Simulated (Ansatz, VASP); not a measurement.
# CdS (Greenockite): VASP beside Ansatz, part 2 of 2

Aim: how closely do two programs agree when they are given the same cell, functional and k mesh? The cell is taken from a series of VASP runs on this material, whose earlier steps may have relaxed, scaled or displaced it; both programs get it as it stands. Valence electrons are named where the data sets of a main pair hold unlike numbers.

VASP 6.6.1 and Ansatz 0.2.0.

So far: Starting point; Ansatz: band structure, HSE06.

## (3) VASP: band structure, HSE06

Level of this step: HSE06; plane waves and PAW (Cd, S) (VASP).

The same cell, functional, mesh and smearing now go to VASP, with its own data sets.

Lines of VASP's logs that name or quote its potential files are left out, and so is its time.

The run reads the wave functions of an earlier VASP run, which isn't shown here.

Input file INCAR:

```
SYSTEM = CdS
PREC = Accurate
ENCUT = 350
EDIFF = 1E-06
NELM = 100
ISMEAR = 0
SIGMA = 0.03
LREAL = .FALSE.
ALGO = Normal
LHFCALC = .TRUE.
AEXX = 0.25
GGA = PE
HFSCREEN = 0.2
LASPH = .TRUE.
NBANDS = 24
PRECFOCK = Fast
LORBIT = 11
LWAVE = .FALSE.
LCHARG = .FALSE.
KPAR = 4
```

Input file POSCAR:

```
CdS
1.0
    4.1500000000      0.0000000000      0.0000000000
   -2.0750000000      3.5940054257      0.0000000000
    0.0000000000      0.0000000000      6.7370000000
Cd S
2 2
Direct
    0.6666666667      0.3333333333      0.5000000000
    0.3333333333      0.6666666667      0.0000000000
    0.6666666667      0.3333333333      0.8750000000
    0.3333333333      0.6666666667      0.3750000000
```

Input file KPOINTS:

```
Automatic mesh
0
Gamma
4 4 2
0 0 0
```

Input file KPOINTS_OPT:

```
Line mode
10
Line-mode
Reciprocal
  0.00000000   0.00000000   0.00000000 GAMMA
  0.50000000   0.00000000   0.00000000 M

  0.50000000   0.00000000   0.00000000 M
  0.33333333   0.33333333   0.00000000 K

  0.33333333   0.33333333   0.00000000 K
  0.00000000   0.00000000   0.00000000 GAMMA

  0.00000000   0.00000000   0.00000000 GAMMA
  0.00000000   0.00000000   0.50000000 A

  0.00000000   0.00000000   0.50000000 A
  0.50000000   0.00000000   0.50000000 L

  0.50000000   0.00000000   0.50000000 L
  0.33333333   0.33333333   0.50000000 H

  0.33333333   0.33333333   0.50000000 H
  0.00000000   0.00000000   0.50000000 A

  0.50000000   0.00000000   0.50000000 L
  0.50000000   0.00000000   0.00000000 M

  0.33333333   0.33333333   0.00000000 K
  0.33333333   0.33333333   0.50000000 H
```

PAW data sets: Cd and S (PBE family, release 64).

Launch:

```console
> mpirun -np 4 vasp_std
```

Numbers of over 12 decimals in the logs are rounded to 6 here.

The log of the run:

```text
[banner, memory and clock lines left out]
running    4 mpi-ranks, on    1 nodes
 distrk:  each k-point on    1 cores,    4 groups
 distr:  one band on    1 cores,    1 groups

 POSCAR found type information on POSCAR CdS
 POSCAR found :  2 types and       4 ions
 LDA part: xc-table for (Slater+PW92), standard interpolation
 found WAVECAR, reading the header
 POSCAR, INCAR and KPOINTS ok, starting setup
 FFT: planning ... GRIDC
 FFT: planning ... GRID_SOFT
 FFT: planning ... GRID
 reading WAVECAR
 the WAVECAR file was read successfully
 initial charge from wavefunction
 entering main loop
       N       E                     dE             d eps       ncg     rms          rms(c)
DAV:   1    -0.152788361051E+02   -0.15279E+02   -0.25201E+00   400   0.145E+01    0.483E+00
DAV:   2    -0.152587736848E+02    0.20062E-01   -0.19984E-01   424   0.514E+00    0.255E+00
DAV:   3    -0.152424782139E+02    0.16295E-01   -0.37145E-02   472   0.186E+00    0.161E+00
DAV:   4    -0.152406530332E+02    0.18252E-02   -0.68216E-03   440   0.597E-01    0.102E+00
DAV:   5    -0.152404538675E+02    0.19917E-03   -0.83379E-04   448   0.181E-01    0.620E-01
DAV:   6    -0.152403463171E+02    0.10755E-03   -0.60650E-05   432   0.576E-02    0.355E-01
DAV:   7    -0.152403021141E+02    0.44203E-04   -0.23985E-05   432   0.307E-02    0.192E-01
DAV:   8    -0.152402907743E+02    0.11340E-04   -0.98320E-06   432   0.186E-02    0.104E-01
DAV:   9    -0.152402882177E+02    0.25566E-05   -0.33946E-06   448   0.117E-02    0.574E-02
DAV:  10    -0.152402880686E+02    0.14916E-06   -0.13958E-06   352   0.770E-03
   1 F= -.15240288E+02 E0= -.15240288E+02  d E =-.378235E-20
 Start KPOINTS_OPT (optional k-point list driver)
k-point batch [1-8\90]
       N       E                     dE             ncg
DAV:   1     0.408538750044E+03   -0.22796E+04      384
DAV:   2    -0.162630476164E+04   -0.20348E+04      440
DAV:   3    -0.176907383279E+04   -0.14277E+03      432
DAV:   4    -0.177226770958E+04   -0.31939E+01      472
DAV:   5    -0.177230722930E+04   -0.39520E-01      472
DAV:   6    -0.177230793219E+04   -0.70289E-03      448
DAV:   7    -0.177230794981E+04   -0.17616E-04      448
DAV:   8    -0.177230795036E+04   -0.55670E-06      344
[...]
k-point batch [89-90\90]
       N       E                     dE             ncg
DAV:   1     0.572040168108E+04   -0.20171E+04      104
DAV:   2     0.525327112854E+04   -0.46713E+03      112
DAV:   3     0.522739211483E+04   -0.25879E+02      120
DAV:   4     0.522695245461E+04   -0.43966E+00      112
DAV:   5     0.522694797772E+04   -0.44769E-02      112
DAV:   6     0.522694790884E+04   -0.68876E-04      112
DAV:   7     0.522694790728E+04   -0.15641E-05      112
DAV:   8     0.522694790724E+04   -0.38153E-07       72
```

OUTCAR, selected parts (step 3):

```text
ion  position               nearest neighbor table
   1  0.667  0.333  0.500-   3 2.53   4 2.54   4 2.54   4 2.54
   2  0.333  0.667  0.000-   4 2.53   3 2.54   3 2.54   3 2.54
   3  0.667  0.333  0.875-   1 2.53   2 2.54   2 2.54   2 2.54
   4  0.333  0.667  0.375-   2 2.53   1 2.54   1 2.54   1 2.54

  LATTYP: Found a hexagonal cell.
 ALAT       =     4.1500000000
 C/A-ratio  =     1.6233734940

 Subroutine GETGRP returns: Found 12 space group operations
 (whereof  6 operations were pure point group operations)

The static configuration has the point symmetry C_3v.
 The point group associated with its full space group is C_6v.

 Found      8 irreducible k-points:

   k-points           NKPTS =      8   k-points in BZ     NKDIM =     32   number of bands    NBANDS=     24

   dimension x,y,z NGX =    28 NGY =   28 NGZ =   42
   dimension x,y,z NGXF=    56 NGYF=   56 NGZF=   84

   ENCUT  =  350.0 eV  25.72 Ry    5.07 a.u.   6.33  6.33 10.28*2*pi/ulx,y,z

   NELECT =      36.0000    total number of electrons

 k-points in reciprocal lattice and weights: Automatic mesh
   0.00000000  0.00000000  0.00000000       0.031
   0.25000000 -0.00000000  0.00000000       0.188
   0.50000000 -0.00000000  0.00000000       0.094
   0.25000000  0.25000000  0.00000000       0.188
   0.00000000  0.00000000  0.50000000       0.031
   0.25000000 -0.00000000  0.50000000       0.188
   0.50000000 -0.00000000  0.50000000       0.094
   0.25000000  0.25000000  0.50000000       0.188

  exchange ACFDT corr.  =         0.00000000  see jH, gK, PRB 81, 115126

 average (electrostatic) potential at core
       1 -32.8724       2 -32.8724       3 -85.5913       4 -85.5913

 E-fermi :   0.7398

 k-point     1 :       0.0000    0.0000    0.0000
  band No.  band energies     occupation
    ...
     14      -0.2673      2.00000
     15      -0.2673      2.00000
     16       0.5098      2.00000
     17       0.5496      2.00000
     18       0.5496      2.00000
     19       2.7960      0.00000
     20       4.4479      0.00000
     21       8.1952      0.00000
     22       8.1952      0.00000
     23       8.5510      0.00000
    ...

 k-point     2 :       0.2500   -0.0000    0.0000
  band No.  band energies     occupation
    ...
     14      -2.0144      2.00000
     15      -1.4454      2.00000
     16      -0.8963      2.00000
     17       0.0289      2.00000
     18       0.1573      2.00000
     19       4.6068      0.00000
     20       5.6964      0.00000
     21       7.1888      0.00000
     22       8.1052      0.00000
     23       8.7896      0.00000
    ...

 k-point     3 :       0.5000   -0.0000    0.0000
  band No.  band energies     occupation
    ...
     14      -3.1271      2.00000
     15      -2.2515      2.00000
     16      -1.4344      2.00000
     17      -0.8168      2.00000
     18      -0.2312      2.00000
     19       5.4132      0.00000
     20       5.4885      0.00000
     21       6.6573      0.00000
     22       8.2363      0.00000
     23       8.7117      0.00000
    ...

  energy-cutoff  :      350.00
  volume of cell :      100.48
      direct lattice vectors                 reciprocal lattice vectors
     4.150000000  0.000000000  0.000000000     0.240963855  0.139120547  0.000000000
    -2.075000000  3.594005426  0.000000000     0.000000000  0.278241094  0.000000000
     0.000000000  0.000000000  6.737000000     0.000000000  0.000000000  0.148434021

 POSITION                                       TOTAL-FORCE (eV/Angst)
 -----------------------------------------------------------------------------------
      2.07500      1.19800      3.36850        -0.000000      0.000000     -0.062478
     -0.00000      2.39600      0.00000         0.000000     -0.000000     -0.062478
      2.07500      1.19800      5.89487         0.000000     -0.000000      0.062478
     -0.00000      2.39600      2.52637        -0.000000     -0.000000      0.062478
 -----------------------------------------------------------------------------------
    total drift:                                0.000019      0.000069     -0.000442

  FREE ENERGIE OF THE ION-ELECTRON SYSTEM (eV)
  ---------------------------------------------------
  free  energy   TOTEN  =       -15.2402880686 eV

  energy  without entropy=      -15.2402880686  energy(sigma->0) =      -15.24028807

 total charge
# of ion       s       p       d       tot
------------------------------------------
    1        0.395   0.317   9.591  10.303
    2        0.395   0.317   9.591  10.303
    3        1.311   2.430   0.000   3.742
    4        1.311   2.430   0.000   3.742
--------------------------------------------------
tot          3.414   5.494  19.183  28.090

[... 3 further parts left out ...]
```

The k-mesh is coarse for exact exchange; levels may shift by about 0.1 eV on a finer one.

## (4) Comparison

Known differences besides the potentials themselves: exact exchange at q = 0 is treated differently, which shows on coarse meshes; VASP keeps PBE cores, Ansatz makes them for the functional; the data sets hold 52 valence electrons in Ansatz (on its default PAW (the set named soft_2) files) and 36 in VASP; the cutoff is 420 eV in Ansatz and 350 eV in VASP; VASP takes a coarser grid for exact exchange (PRECFOCK = Fast). Total energies have different zeros and are not compared.

Compared:

```csv
quantity,Ansatz,VASP,difference
gap over the path points (eV),2.248,2.246,+0.002
```

Forces (eV/Å; atoms numbered as in POSCAR):

```csv
atom,"Ansatz x, y, z","VASP x, y, z"
Cd1,"0.000, 0.000, -0.062","0.000, 0.000, -0.062"
Cd2,"0.000, 0.000, -0.062","0.000, 0.000, -0.062"
S3,"0.000, 0.000, 0.062","0.000, 0.000, 0.062"
S4,"0.000, 0.000, 0.062","0.000, 0.000, 0.062"
```

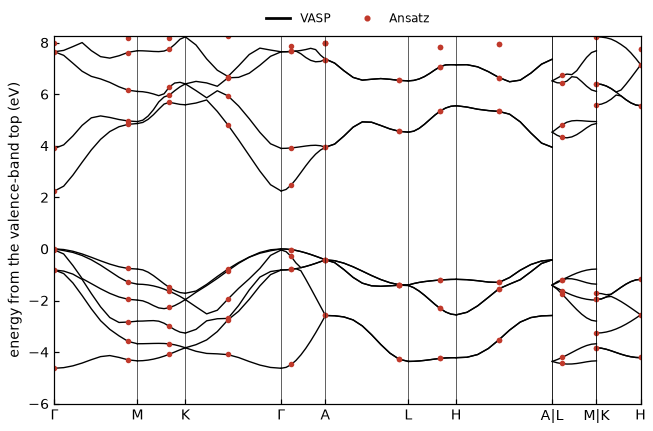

Bands from VASP (lines) and levels from Ansatz (dots). Dots without a line are higher empty bands that the VASP plot leaves out.

Levels at points of the path, from each program's valence-band top (eV; 4 filled, then empty):

```csv
k (reciprocal lattice),Ansatz,VASP
0.000 0.000 0.000,-0.81 -0.04 0.00 0.00 2.25 3.90 7.65,-0.82 -0.04 0.00 0.00 2.25 3.90 7.65
0.444 0.000 0.000,-2.83 -1.95 -1.28 -0.76 4.83 4.97 6.16,-2.83 -1.95 -1.29 -0.76 4.83 4.96 6.16
0.389 0.222 0.000,-3.00 -2.27 -1.64 -1.49 5.69 5.97 6.28,-3.00 -2.28 -1.64 -1.49 5.69 5.97 6.28
0.185 0.185 0.000,-2.69 -1.94 -0.84 -0.78 4.80 5.93 6.64,-2.69 -1.94 -0.84 -0.78 4.81 5.94 6.64
0.000 0.000 0.111,-0.79 -0.28 -0.03 -0.03 2.47 3.92 7.66,-0.79 -0.28 -0.03 -0.03 2.47 3.92 7.66
0.000 0.000 0.500,-0.42 -0.42 -0.42 -0.42 3.94 3.94 7.34,-0.42 -0.42 -0.42 -0.42 3.94 3.94 7.36
0.444 0.000 0.500,-1.40 -1.40 -1.39 -1.39 4.57 4.57 6.54,-1.41 -1.41 -1.39 -1.39 4.56 4.56 6.54
0.389 0.222 0.500,-2.31 -2.31 -1.20 -1.20 5.36 5.36 7.07,-2.32 -2.32 -1.21 -1.21 5.35 5.35 7.07
0.185 0.185 0.500,-1.54 -1.54 -1.29 -1.29 5.33 5.33 6.64,-1.54 -1.54 -1.30 -1.30 5.33 5.33 6.65
0.500 0.000 0.389,-1.74 -1.61 -1.21 -1.19 4.34 4.82 6.44,-1.75 -1.62 -1.21 -1.19 4.33 4.81 6.43
```

The forces differ by 0.4 meV/Å r.m.s., which is 1.1 % of the r.m.s. force of 0.036 eV/Å (both taken over all components). Among the levels compared at these points, filled levels agree within 10 meV and empty ones within 19 meV.

## (5) VASP: band structure, r2SCAN-EpsX with an exact-exchange share of 0.139

Levels along a path test the potential and the projectors away from the mesh points.

The run reads the wave functions of an earlier VASP run, which isn't shown here.

INCAR: that of step 3 with these lines changed.

```diff
@@ -10,5 +10,4 @@
 LHFCALC = .TRUE.
-AEXX = 0.25
-GGA = PE
-HFSCREEN = 0.2
+AEXX = 0.139
+METAGGA = R2SCAN
 LASPH = .TRUE.
@@ -16,2 +15,3 @@
 PRECFOCK = Fast
+HFRCUT = -1
 LORBIT = 11
```

POSCAR is that of step 3.

KPOINTS is that of step 3.

KPOINTS_OPT is that of step 3.

Launch:

```console
> mpirun -np 4 vasp_std
```

The log of the run:

```text
[banner, memory and clock lines left out]
running    4 mpi-ranks, on    1 nodes
[...]
|                                                                             |
|               ----> ADVICE to this user running VASP <----                  |
|                                                                             |
|     You enforced a specific xc type in the INCAR file but a different       |
|     [... a line on the potential file left out ...]
|     I HOPE YOU KNOW WHAT YOU ARE DOING!                                     |
|                                                                             |

 LDA part: xc-table for (None), standard interpolation
 found WAVECAR, reading the header
 POSCAR, INCAR and KPOINTS ok, starting setup
[...]
HFRCUT set to (new)   9.156263
 reading WAVECAR
 the WAVECAR file was read successfully
 initial charge from wavefunction
 entering main loop
       N       E                     dE             d eps       ncg     rms          rms(c)
[...]
DAV:   9    -0.551290515069E+02   -0.35069E-05   -0.47191E-06   416   0.186E-02    0.735E-02
DAV:  10    -0.551290519711E+02   -0.46417E-06   -0.19219E-06   320   0.120E-02
   1 F= -.55129052E+02 E0= -.55129052E+02  d E =-.152650E-21
 Start KPOINTS_OPT (optional k-point list driver)
k-point batch [1-8\90]
       N       E                     dE             ncg
DAV:   1     0.293578995505E+03   -0.23946E+04      384
DAV:   2    -0.163821685689E+04   -0.19318E+04      448
DAV:   3    -0.175285522307E+04   -0.11464E+03      448
DAV:   4    -0.175458044729E+04   -0.17252E+01      512
DAV:   5    -0.175459944320E+04   -0.18996E-01      512
DAV:   6    -0.175459982079E+04   -0.37759E-03      488
DAV:   7    -0.175459983139E+04   -0.10598E-04      464
DAV:   8    -0.175459983170E+04   -0.31877E-06      352
[...]
k-point batch [89-90\90]
       N       E                     dE             ncg
DAV:   1     0.569038955538E+04   -0.20471E+04      104
DAV:   2     0.525306396725E+04   -0.43733E+03      112
DAV:   3     0.523187223947E+04   -0.21192E+02      120
DAV:   4     0.523159293261E+04   -0.27931E+00      112
DAV:   5     0.523159019580E+04   -0.27368E-02      112
DAV:   6     0.523159014570E+04   -0.50100E-04      112
DAV:   7     0.523159014451E+04   -0.11832E-05      112
DAV:   8     0.523159014448E+04   -0.27318E-07       80
```

Parts of OUTCAR (step 5):

```text
 POSITION                                       TOTAL-FORCE (eV/Angst)
 -----------------------------------------------------------------------------------
      2.07500      1.19800      3.36850         0.000000      0.000000     -0.062496
     -0.00000      2.39600      0.00000         0.000000     -0.000000     -0.062496
      2.07500      1.19800      5.89487        -0.000000     -0.000000      0.062496
     -0.00000      2.39600      2.52637         0.000000      0.000000      0.062496
 -----------------------------------------------------------------------------------
    total drift:                                0.000028      0.000079      0.008943

  FREE ENERGIE OF THE ION-ELECTRON SYSTEM (eV)
  ---------------------------------------------------
  free  energy   TOTEN  =       -55.1290519711 eV

  energy  without entropy=      -55.1290519711  energy(sigma->0) =      -55.12905197

[... 2 parts as in an earlier step ...]

[... 1 further part left out ...]
[key lines of the parts left out:]
E-fermi :   0.6371
```

The k-mesh is coarse for unscreened exact exchange, which converges slowly with it.

## (6) Ansatz: band structure, r2SCAN-EpsX with an exact-exchange share of 0.139

The same cell, functional, mesh and smearing now go to Ansatz, which takes its cutoff from its data sets.

The cell is taken from a series of VASP runs on this material, whose earlier steps may have relaxed, scaled or displaced it; both programs get it as it stands.

Input file input.yaml:

```yaml
crystal:
  lattice:
    - [4.15, 0.0, 0.0]
    - [-2.075, 3.5940054257, 0.0]
    - [0.0, 0.0, 6.737]
  atoms:
    - { symbol: Cd, position: [0.6666666667, 0.3333333333, 0.5] }
    - { symbol: Cd, position: [0.3333333333, 0.6666666667, 0.0] }
    - { symbol: S, position: [0.6666666667, 0.3333333333, 0.875] }
    - { symbol: S, position: [0.3333333333, 0.6666666667, 0.375] }
hamiltonian:
  xc: { exchange: r2scan, correlation: r2scan, exx: { coeff: 0.139 } }
  pseudopotentials: { kind: paw }
kpoints:
  mp_grid: { grid: [4, 4, 2] }
  band_path:
    path:
      - [0.0, 0.0, 0.0]
      - [0.44444, 0.0, 0.0]
      - [0.38889, 0.22222, 0.0]
      - [0.18519, 0.18519, 0.0]
      - [0.0, 0.0, 0.11111]
      - [0.0, 0.0, 0.5]
      - [0.44444, 0.0, 0.5]
      - [0.38889, 0.22222, 0.5]
      - [0.18519, 0.18519, 0.5]
      - [0.5, 0.0, 0.38889]
      - [0.33333, 0.33333, 0.0]
      - [0.33333, 0.33333, 0.5]
    npoints: 1
scf:
  occupations: { method: gaussian, width: 0.03 }
  n_extra_bands: 8
output:
  forces: true
  stress: true
  eigenvalues: true
```

Launch:

```console
> ansatz run input.yaml --threads 4 --pin off --max-ram 9216MiB --backend cpu --events-out ev --progress --plain --runs-dir out
```

The log of the run:

```text
[...]
Crystal: 4 atoms, lattice volume = 100.483 Å³
Basis set: ecut = 500 eV, 2539 PW (Γ), exchange–correlation on 128×128×200 points (64 copies of the dense FFT grid, shifted against one another)
Bands: 34, of which v1, the nominal top of the filled ones, is band 26 counted from 1 (25 counted from 0)
Symmetry: 12 space group operations
[...]
k-points: 8 of 32
[...]
--- Band table (eV; the first three rows and the last of 8) ---
  k-point 0: bands = [... 22 lower, 5.1603, 5.9223, 5.9643, 5.9643, 8.4530, 10.1125, 13.8886, 13.8886, ... 4 higher]
  k-point 1: bands = [... 22 lower, 5.5487, 5.5487, 5.5487, 5.5487, 10.1501, 10.1501, 13.5247, 13.5247, ... 4 higher]
  k-point 2: bands = [... 22 lower, 4.0077, 4.5359, 5.4492, 5.5789, 10.2564, 11.3411, 12.7780, 13.7331, ... 4 higher]
  k-point 7: bands = [... 22 lower, 3.8509, 3.8509, 4.7319, 4.7319, 11.5977, 11.5977, 13.1836, 13.1836, ... 4 higher]
[key lines of the parts left out:]
Free energy (F): -18350.726394 eV
Fermi energy:    7.208792 eV
P = ⅓ Tr σ = 0.4007 GPa (4.007 kbar)
```

Wall time 28 s (4 threads of Intel Xeon Platinum 8559C (Emerald Rapids), shared host); peak memory 1.3 GiB; 97 s of CPU time.

## (7) Side by side

What differs besides the data sets and the points named for the pairs above, as far as they apply: the data sets hold 52 valence electrons in Ansatz (on its default PAW (the set named soft_2) files) and 36 in VASP; the cutoff is 500 eV in Ansatz and 350 eV in VASP. Total energies have different zeros and are not compared.

Both answers:

```csv
quantity,Ansatz,VASP,difference
gap over the path points (eV),2.489,2.486,+0.003
```

Forces (eV/Å; atoms numbered as in POSCAR):

```csv
atom,"Ansatz x, y, z","VASP x, y, z"
Cd1,"0.000, 0.000, -0.062","0.000, 0.000, -0.062"
Cd2,"0.000, 0.000, -0.062","0.000, 0.000, -0.062"
S3,"0.000, 0.000, 0.062","0.000, 0.000, 0.062"
S4,"0.000, 0.000, 0.062","0.000, 0.000, 0.062"
```

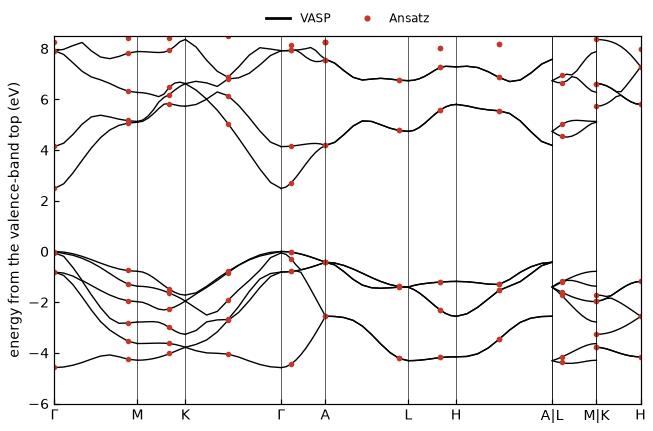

Bands from VASP (lines) and levels from Ansatz (dots). Dots without a line are higher empty bands that the VASP plot leaves out.

Levels at points of the path, from each program's valence-band top (eV; 4 filled, then empty):

```csv
k (reciprocal lattice),Ansatz,VASP
0.000 0.000 0.000,-0.80 -0.04 0.00 0.00 2.49 4.15 7.92,-0.81 -0.05 0.00 0.00 2.49 4.14 7.92
0.444 0.000 0.000,-2.81 -1.93 -1.28 -0.75 5.07 5.17 6.32,-2.82 -1.95 -1.29 -0.76 5.07 5.16 6.32
0.389 0.222 0.000,-2.98 -2.25 -1.63 -1.48 5.84 6.19 6.48,-3.00 -2.26 -1.64 -1.49 5.83 6.19 6.48
0.185 0.185 0.000,-2.67 -1.92 -0.83 -0.77 5.04 6.15 6.81,-2.68 -1.93 -0.83 -0.78 5.05 6.14 6.80
0.000 0.000 0.111,-0.78 -0.28 -0.03 -0.03 2.71 4.17 7.93,-0.79 -0.28 -0.03 -0.03 2.70 4.16 7.93
0.000 0.000 0.500,-0.42 -0.42 -0.42 -0.42 4.19 4.19 7.56,-0.42 -0.42 -0.42 -0.42 4.18 4.18 7.58
0.444 0.000 0.500,-1.39 -1.39 -1.37 -1.37 4.78 4.78 6.76,-1.41 -1.41 -1.38 -1.38 4.77 4.77 6.76
0.389 0.222 0.500,-2.30 -2.30 -1.19 -1.19 5.59 5.59 7.26,-2.31 -2.31 -1.21 -1.21 5.58 5.58 7.26
0.185 0.185 0.500,-1.52 -1.52 -1.29 -1.29 5.55 5.55 6.87,-1.53 -1.53 -1.30 -1.30 5.55 5.55 6.87
0.500 0.000 0.389,-1.73 -1.60 -1.19 -1.17 4.55 5.03 6.66,-1.75 -1.61 -1.20 -1.18 4.54 5.01 6.66
```

The forces differ by 0.2 meV/Å r.m.s., which is 0.4 % of the r.m.s. force of 0.036 eV/Å (both taken over all components). Among the levels compared at these points, filled levels agree within 16 meV and empty ones within 21 meV.

## (8) Results

```yaml
largest_difference_of_a_filled_level_at_the_path_points_band_structure_hse06: 10 meV
largest_difference_of_a_filled_level_at_the_path_points_band_structure_r2scan_epsx_with_an_exact_exchange_share_of_0p139: 16 meV
```

What this shows: The largest difference of a filled level at the path points is 16 meV (band structure, r2SCAN-EpsX with an exact-exchange share of 0.139), within the 80 meV picked in this series as the mark of a large difference. The data sets hold unlike numbers of valence electrons (52 in Ansatz and 36 in VASP), so part of the differences comes from the potentials. Such differences can come from data sets, numerical settings and the points named under the comparisons, not from the functional's error against experiment.

[Lines on the potential files, build, host, timing and source positions are cut from VASP's logs without a mark.]

[Logs are printed without paths, hosts, clocks, repeated set-up lines and the standing remarks that a program may print on its own settings, such as how far it seeks lower states.]

[Hosts, paths, dates, database ids (printed as entryN), source tags and the programs' standing remarks are cut or masked in the printed files.]
